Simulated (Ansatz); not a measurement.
# Molecular dynamics of AlH$_{4}$F (part 3 of 3)

The same run, continued: AlH$_{4}$F; RKS B3LYP-D4/def2-SVP (Ansatz 0.2.0). It belongs to a series of runs on one base structure; here: dynamics from the highest image of the converged band.

Geometry of the input (Å):
```
Al 0.0082  -0.1154  0.0045
H  0.0176  0.0734  1.6861
H  1.4006  0.1547  -0.6853
H  -1.4043  0.0963  -0.6640
F  0.0584  -1.9148  0.8259
H  0.0473  -1.1928  1.5748
```

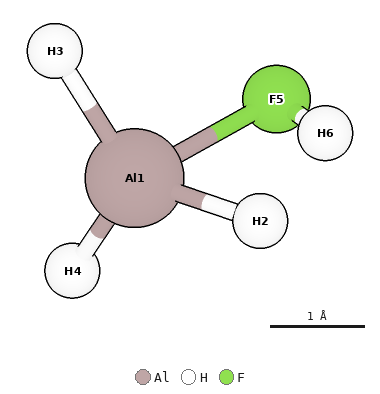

Fig. 1: The geometry at step 93 of the log (ball-and-stick view, seen at a tilt; atoms are numbered from 1 in the order of the input).

**Log, continued**
```
md step   199: t =    99.50 fs  T =    70.9 K  F+E_penalty+E_count = -9374.88594219 eV  E_kin = 0.036658 eV  conserved = -9374.84928395 eV  (22 SCF iters, 3 dispersion substeps)
these checks for a lower state are left out or cut short: starts, cluster_reference, orbital_swaps, neighbouring_geometries, increment
534 factors; integrals over basis functions are off by at most 6.6e-4 eV
mean field evaluation 1152: about -9374.8033 eV, gradient 2.5e-1 eV
mean field -9374.80397567 eV, -344.5176916357 hartree, gradient 7.0e-6 eV, S^2 0.000000; 0 other end points of the search recorded, 0 dependent functions left out
the calculation of the forces begins
reference -9374.80419909 eV, -344.5176998461 hartree; 13, 13 occupied and 39, 39 virtual orbitals, 534 factors
534 factors; integrals over basis functions are off by at most 6.6e-4 eV
mean field -9374.80397567 eV, -344.5176916357 hartree, gradient 7.0e-6 eV, S^2 0.000000; 1 other end points of the search recorded, 0 dependent functions left out
the calculation of the forces begins
reference -9374.80419909 eV, -344.5176998461 hartree; 13, 13 occupied and 39, 39 virtual orbitals, 534 factors
md step   200: t =   100.00 fs  T =    86.1 K  F+E_penalty+E_count = -9374.89380167 eV  E_kin = 0.044534 eV  conserved = -9374.84926793 eV  (21 SCF iters, 3 dispersion substeps)
```

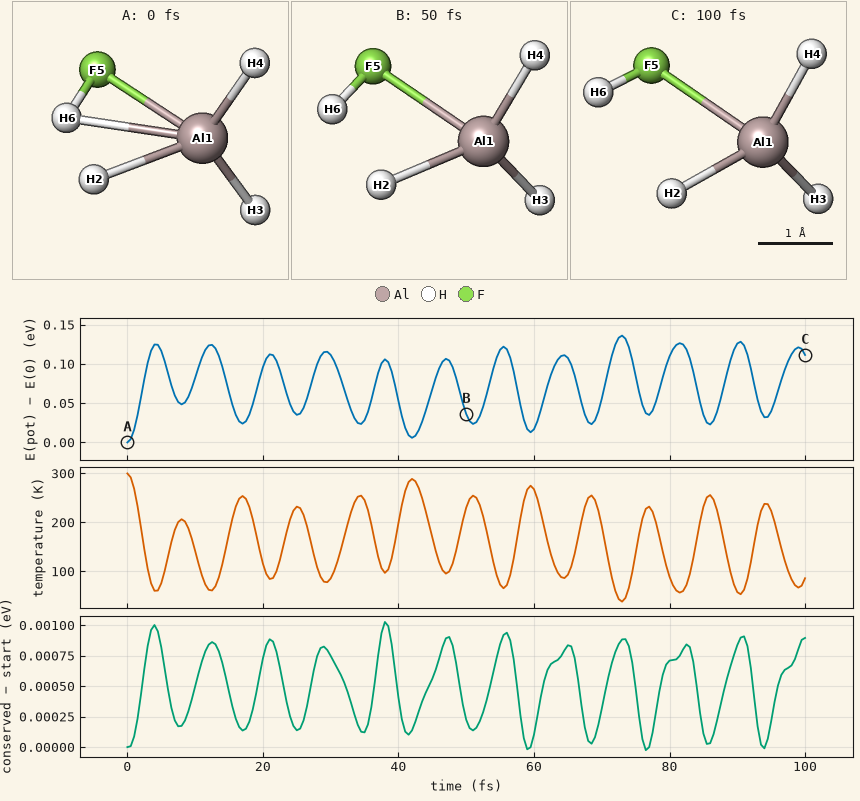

Fig. 2: Frames of the molecular dynamics (ball-and-stick, seen at a tilt) above the curves, on which the letters mark them. The trajectory kept here has 201 frames over 100 fs. The temperature starts at 300 K, ranges from 38 to 300 K and averages 153 K over the second half. The potential energy ends 0.111 eV above its first value. The conserved quantity stays within 0.0011 eV. After an unweighted best fit of the last frame on the first, the root-mean-square displacement is 0.29 Å, and H6 has moved furthest (0.54 Å).

```
Total energy: -9374.89402509 eV, -344.5210008906 hartree
Atom 0 at     0.001778    -0.028673    -0.005862 Å, force     1.634630    -0.551433    -0.591531 eV/Å
Atom 1 at     0.049077     0.398099     1.505400 Å, force    -0.046418     0.263322     0.403488 eV/Å
Atom 2 at     1.466959    -0.081986    -0.853279 Å, force    -0.987024     0.143026     0.551031 eV/Å
Atom 3 at    -1.336399    -0.144867    -0.757014 Å, force    -0.597716     0.080729    -0.312029 eV/Å
Atom 4 at     0.060313    -2.000429     0.855283 Å, force     0.005148    -0.198498    -0.933530 eV/Å
Atom 5 at     0.019088    -1.745986     1.740156 Å, force    -0.008620     0.262853     0.882571 eV/Å
Dipole moment:    -0.081018    -0.242294     0.464084 e Å
```

**Trajectory as extended XYZ (Å, eV, eV/Å), 16 of the 201 frames kept, from step=0 to step=200**
```
6
Properties=species:S:1:pos:R:3:forces:R:3 step=0 time_fs=0.0 energy=-9375.00528 temperature=300.0
Al    0.0082   -0.1154    0.0045    0.0086  -0.0058  -0.0043
H     0.0176    0.0734    1.6861   -0.0010   0.0020  -0.0018
H     1.4006    0.1547   -0.6853   -0.0015   0.0060   0.0012
H    -1.4043    0.0963   -0.6640   -0.0016   0.0004   0.0032
F     0.0584   -1.9148    0.8259   -0.0048  -0.0237  -0.0191
H     0.0473   -1.1928    1.5748    0.0002   0.0211   0.0208
6
Properties=species:S:1:pos:R:3:forces:R:3 step=13 time_fs=6.5 energy=-9374.93268 temperature=160.2
Al    0.0128   -0.1104    0.0131   -1.2097  -0.2698  -0.7972
H    -0.0228    0.0845    1.6436    0.1442   0.0717   0.3674
H     1.3494    0.0657   -0.7119    0.6401   0.2248  -0.2372
H    -1.4372    0.0260   -0.6991    0.4683   0.0826   0.2714
F     0.0572   -1.9166    0.8216    0.1041   0.1944   0.0860
H     0.0734   -1.1421    1.5287   -0.1470  -0.3036   0.3097
6
Properties=species:S:1:pos:R:3:forces:R:3 step=27 time_fs=13.5 energy=-9374.89489 temperature=88.0
Al    0.0051   -0.1094    0.0117    1.6071  -0.1396  -0.2159
H    -0.0083    0.1127    1.7104    0.0839  -0.1069  -0.3186
H     1.4729    0.0576   -0.7890   -0.9786   0.0304   0.6304
H    -1.3578   -0.0079   -0.6647   -0.7115   0.2059  -0.3270
F     0.0580   -1.9140    0.8197    0.0217   0.2464   0.3735
H     0.0458   -1.2071    1.5797   -0.0226  -0.2362  -0.1423
6
Properties=species:S:1:pos:R:3:forces:R:3 step=40 time_fs=20.0 energy=-9374.90937 temperature=115.9
Al    0.0129   -0.1103    0.0061   -1.7504   0.0851   0.6632
H     0.0377    0.1145    1.6780   -0.0980   0.1645  -0.1723
H     1.3225    0.0763   -0.6790    1.2598   0.2177  -0.7098
H    -1.4488    0.0313   -0.7038    0.5607  -0.0278   0.2655
F     0.0594   -1.9089    0.8233   -0.0693  -0.6506  -0.0555
H     0.0055   -1.3370    1.6235    0.0972   0.2111   0.0088
6
Properties=species:S:1:pos:R:3:forces:R:3 step=53 time_fs=26.5 energy=-9374.94942 temperature=192.6
Al    0.0058   -0.1092    0.0063    0.8487   0.6265  -0.4051
H     0.0510    0.1746    1.5966   -0.0956   0.1847   0.3753
H     1.4500    0.1502   -0.7308   -0.6617  -0.2211   0.2187
H    -1.3959    0.0663   -0.6778   -0.1193  -0.0909  -0.1374
F     0.0594   -1.9156    0.8277   -0.0565  -0.8052  -0.3006
H     0.0038   -1.4088    1.6423    0.0843   0.3061   0.2492
6
Properties=species:S:1:pos:R:3:forces:R:3 step=67 time_fs=33.5 energy=-9374.97419 temperature=240.4
Al    0.0075   -0.0988    0.0035    0.4424   0.6155   0.1209
H     0.0243    0.2918    1.6250   -0.0193  -0.3269  -0.2033
H     1.4106    0.1536   -0.7433   -0.3006  -0.2013   0.1252
H    -1.3849    0.0668   -0.7035   -0.1328  -0.1238  -0.0969
F     0.0577   -1.9370    0.8311   -0.0168   0.3172   0.6772
H     0.0445   -1.4044    1.6612    0.0271  -0.2807  -0.6230
6
Properties=species:S:1:pos:R:3:forces:R:3 step=80 time_fs=40.0 energy=-9374.95255 temperature=198.8
Al    0.0133   -0.0798    0.0028   -1.5697   0.2047   0.0383
H    -0.0084    0.2953    1.5951    0.0701  -0.1905  -0.0189
H     1.3165    0.0832   -0.7445    0.9840   0.0480  -0.4948
H    -1.4248    0.0189   -0.7653    0.5136  -0.0907   0.3054
F     0.0558   -1.9575    0.8388    0.0662   0.0186  -0.0854
H     0.0921   -1.4135    1.6270   -0.0642   0.0100   0.2553
6
Properties=species:S:1:pos:R:3:forces:R:3 step=93 time_fs=46.5 energy=-9374.90240 temperature=102.6
Al    0.0039   -0.0578    0.0009    1.5435  -0.2229  -0.7504
H    -0.0141    0.2311    1.5719    0.1072   0.1829   0.3124
H     1.4655    0.0221   -0.8564   -1.0023   0.0200   0.7002
H    -1.3332   -0.0597   -0.7475   -0.6591   0.0917  -0.3340
F     0.0555   -1.9760    0.8477    0.0508  -0.2675  -0.4687
H     0.1123   -1.4492    1.6296   -0.0401   0.1957   0.5405
6
Properties=species:S:1:pos:R:3:forces:R:3 step=107 time_fs=53.5 energy=-9374.92767 temperature=150.9
Al    0.0098   -0.0383   -0.0107   -1.3152  -0.6156   0.6973
H     0.0212    0.2238    1.6346   -0.0145   0.1294  -0.4155
H     1.3275   -0.0246   -0.7543    0.9509   0.1919  -0.4876
H    -1.4046   -0.1033   -0.8034    0.3871   0.2027   0.3067
F     0.0570   -1.9957    0.8556    0.0705   0.3202   0.4287
H     0.1029   -1.5005    1.6825   -0.0788  -0.2287  -0.5296
6
Properties=species:S:1:pos:R:3:forces:R:3 step=120 time_fs=60.0 energy=-9374.98853 temperature=267.8
Al    0.0038   -0.0288   -0.0147    0.3701  -0.4996  -0.0852
H     0.0505    0.2771    1.5666   -0.0904   0.1405   0.0906
H     1.4248   -0.0001   -0.7659   -0.3042   0.0903   0.0743
H    -1.3862   -0.0687   -0.7764    0.0366   0.1106   0.0348
F     0.0594   -2.0124    0.8630   -0.0153   0.3417   0.3225
H     0.0718   -1.5538    1.7021    0.0031  -0.1834  -0.4369
6
Properties=species:S:1:pos:R:3:forces:R:3 step=133 time_fs=66.5 energy=-9374.93673 temperature=168.5
Al    0.0010   -0.0263   -0.0178    1.3268  -0.0911  -0.2623
H     0.0474    0.3827    1.5219   -0.0684  -0.0341   0.2587
H     1.4757    0.0567   -0.7876   -0.8613  -0.0988   0.3268
H    -1.3687    0.0083   -0.7436   -0.3773  -0.0518  -0.2575
F     0.0614   -2.0259    0.8694   -0.0394  -0.0253  -0.7834
H     0.0444   -1.6074    1.6987    0.0197   0.3011   0.7177
6
Properties=species:S:1:pos:R:3:forces:R:3 step=147 time_fs=73.5 energy=-9374.87306 temperature=46.0
Al    0.0112   -0.0254   -0.0225   -1.8514   0.2136   0.9569
H     0.0135    0.4687    1.5527   -0.0153  -0.3455  -0.3416
H     1.3074    0.0867   -0.7474    1.3141  -0.0568  -0.7846
H    -1.4405    0.0660   -0.7780    0.5727  -0.2006   0.2705
F     0.0624   -2.0336    0.8728   -0.0109   0.1674  -0.6750
H     0.0279   -1.6591    1.7241   -0.0093   0.2219   0.5739
6
Properties=species:S:1:pos:R:3:forces:R:3 step=160 time_fs=80.0 energy=-9374.89557 temperature=89.2
Al    0.0044   -0.0221   -0.0176    1.3605  -0.0250  -0.4859
H    -0.0222    0.4303    1.4966    0.1090  -0.0037   0.3820
H     1.4432    0.0772   -0.8914   -0.9043  -0.1688   0.6271
H    -1.3532    0.0459   -0.7440   -0.5517  -0.1316  -0.3487
F     0.0625   -2.0322    0.8724   -0.0558   0.5103   0.4169
H     0.0183   -1.7051    1.7652    0.0422  -0.1812  -0.5913
6
Properties=species:S:1:pos:R:3:forces:R:3 step=173 time_fs=86.5 energy=-9374.97754 temperature=246.6
Al    0.0102   -0.0188   -0.0173   -0.4622  -0.2959   0.0566
H    -0.0200    0.3770    1.5424    0.0789   0.0852  -0.0294
H     1.3407    0.0106   -0.8593    0.1762   0.0104   0.0330
H    -1.3958   -0.0288   -0.7965    0.2085  -0.0144   0.1573
F     0.0621   -2.0240    0.8699   -0.0385   0.3113   0.4670
H     0.0146   -1.7521    1.7805    0.0370  -0.0967  -0.6845
6
Properties=species:S:1:pos:R:3:forces:R:3 step=187 time_fs=93.5 energy=-9374.96568 temperature=223.5
Al    0.0092   -0.0201   -0.0146   -0.5058  -0.4826   0.4395
H     0.0157    0.3577    1.5774   -0.0062   0.1277  -0.3582
H     1.3386   -0.0622   -0.8328    0.3238   0.1172  -0.1027
H    -1.3875   -0.1123   -0.8052    0.1917   0.1297   0.1941
F     0.0613   -2.0120    0.8640   -0.0064  -0.0414  -0.3353
H     0.0141   -1.7696    1.7647    0.0029   0.1494   0.1626
6
Properties=species:S:1:pos:R:3:forces:R:3 step=200 time_fs=100.0 energy=-9374.89380 temperature=86.1
Al    0.0018   -0.0287   -0.0059    1.6346  -0.5514  -0.5915
H     0.0491    0.3981    1.5054   -0.0464   0.2633   0.4035
H     1.4670   -0.0820   -0.8533   -0.9870   0.1430   0.5510
H    -1.3364   -0.1449   -0.7570   -0.5977   0.0807  -0.3120
F     0.0603   -2.0004    0.8553    0.0051  -0.1985  -0.9335
H     0.0191   -1.7460    1.7402   -0.0086   0.2629   0.8826
```
